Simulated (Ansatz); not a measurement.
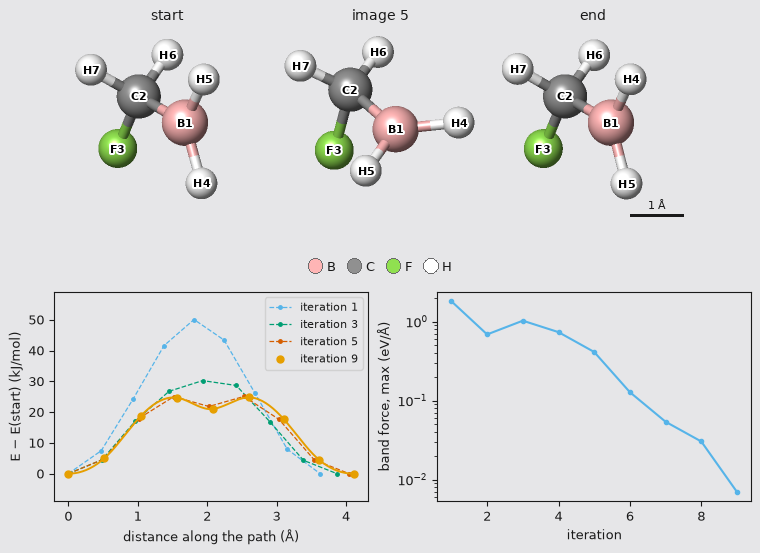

A search for the minimum-energy path of CH₄BF by the nudged elastic band. Images are numbered from 0 (start) to 8 (end). The plot follows the band through its iterations. Style: ball-and-stick. Shown from a free direction.

Level of theory: RKS r2SCAN-D4/6-31G* in Ansatz.

Input file:
```yaml
crystal:
  periodic: [false, false, false]
  atoms:
    - { symbol: B, position_ang: [-0.722509, 0.111374, -0.532499] }
    - { symbol: C, position_ang: [0.531302, -0.077851, 0.362183] }
    - { symbol: F, position_ang: [0.682325, -1.349014, 0.917998] }
    - { symbol: H, position_ang: [-1.504904, -0.771589, -0.726031] }
    - { symbol: H, position_ang: [-0.884957, 1.189663, -1.031659] }
    - { symbol: H, position_ang: [0.517952, 0.665566, 1.181493] }
    - { symbol: H, position_ang: [1.442091, 0.163951, -0.217284] }
basis:
  gaussian: { orbitals: "6-31G*" }
hamiltonian:
  xc: r2scan
  dispersion: d4
neb:
  order_check: false
  images: 7
  f_tol: 0.03
  max_iterations: 60
  initial_path: idpp
  final_atoms:
    - { symbol: B, position_ang: [-0.72245727, 0.11124349, -0.53271198] }
    - { symbol: C, position_ang: [0.5307838, -0.07774114, 0.36270924] }
    - { symbol: F, position_ang: [0.68638162, -1.35121262, 0.91226372] }
    - { symbol: H, position_ang: [-0.8901352, 1.19293314, -1.02299763] }
    - { symbol: H, position_ang: [-1.49914614, -0.77460192, -0.73579214] }
    - { symbol: H, position_ang: [0.51470622, 0.66136726, 1.18564177] }
    - { symbol: H, position_ang: [1.44116697, 0.1701118, -0.21491198] }
```

Run as
```bash
ansatz run input.yaml --threads 1 --pin off --max-ram 2048MiB --backend cpu --events-out ev --progress --plain --runs-dir out
```

> How did the profile develop, and is the result final?

The run is converged, with reservations. The band converged in 9 iterations. The largest component of the band force went from 1.8 to 0.007 eV/Å. The climbing image converged on the top of the path. Its vibrational analysis gives one imaginary mode (251i cm⁻¹), as a transition state must have. The first iteration put the highest image at 50.1 kJ/mol. The barrier is about 24.8 kJ/mol in both directions, with image 5 at the top; the ends have the same energy. The profile has 2 maxima (images 3, 5) with a dip at image 4 (+21.0 kJ/mol), so the process runs in steps.
